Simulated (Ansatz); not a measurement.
# Mo, pressure series

Base system: Mo in the bcc (W type) structure (space group Im-3m, No. 229; a = 3.161 Å).

Cell and atoms are relaxed at each pressure.

All numbers come from PBE (Ansatz, an electronic-structure program), scalar-relativistic without spin-orbit coupling, earlier PAW set.

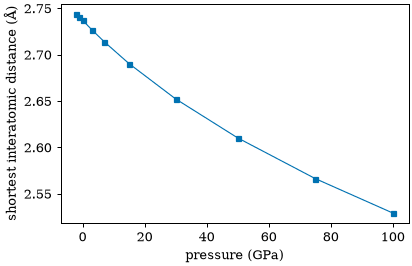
Fig. 1. Shortest interatomic distance against pressure

```json
[
 {"pressure (GPa)": "-2", "shortest interatomic distance": "2.744 Å"},
 {"pressure (GPa)": "-1", "shortest interatomic distance": "2.741 Å"},
 {"pressure (GPa)": "3", "shortest interatomic distance": "2.727 Å"},
 {"pressure (GPa)": "7", "shortest interatomic distance": "2.714 Å"},
 {"pressure (GPa)": "15", "shortest interatomic distance": "2.690 Å"},
 {"pressure (GPa)": "30", "shortest interatomic distance": "2.652 Å"},
 {"pressure (GPa)": "50", "shortest interatomic distance": "2.610 Å"},
 {"pressure (GPa)": "75", "shortest interatomic distance": "2.566 Å"},
 {"pressure (GPa)": "100", "shortest interatomic distance": "2.529 Å"}
]
```

Load acts through the strain it causes; cell and atoms are relaxed under it. Whether these cells are dynamically stable was not tested. No other phases were tried under pressure. The final runs are not spin-polarised.
